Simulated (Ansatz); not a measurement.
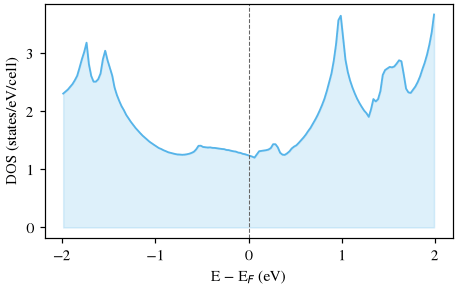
Density of states of ScAl₃ (Pm-3m) near the Fermi level, PBEsol, rigid bands (Ansatz, a first-principles code).

Question: With 4 atoms a cell, what bare Sommerfeld coefficient γ = (π²/3) k_B² N(E_F) follows?

Answer: N(E_F) ≈ 1.24 states/eV a cell at 300 K, so γ ≈ 0.73 mJ/(mol of atoms·K²), before many-body enhancement (phonons, spin fluctuations, correlation).

Question: How far does the Fermi level move in a rigid band for 0.1 electron a cell added or removed?

Answer: 81 meV and -79 meV.

A metal at this level (no band gap); rigid bands, thermally averaged at 300 K, both spins. Spin-orbit coupling is left out. Geometry: cell and atoms relaxed with PBEsol.

Computed structure with no diffraction record at hand here (it may be known, metastable or hypothetical): ScAl3 (Pm-3m).
